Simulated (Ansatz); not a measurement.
Consider CdSe in the wurtzite structure (space group P6_3mc, No. 186; a = 4.383 Å, c = 7.154 Å). Axes: x lies along a and z along c of the hexagonal cell.

Perturbation: the cell is stretched by 0.60 % along z with no lateral relaxation, atoms relaxed at fixed cell.

Computed with Ansatz (a program for electronic structure), PBE, PAW, cutoff 420 eV, no SOC.

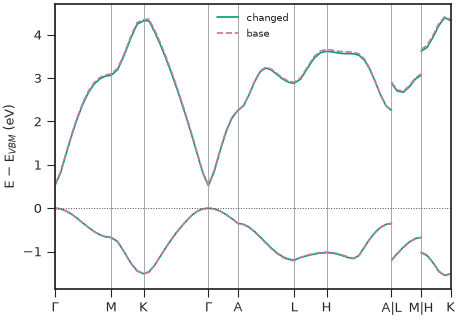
Fig. 1. Highest valence and lowest conduction band along the path, each from its own valence-band maximum

Problem. Read the changed gap and its character from the plot.

Solution. About 0.5 eV, direct at Γ.

The cells carry an imposed strain or load. No phonon test of stability was made.
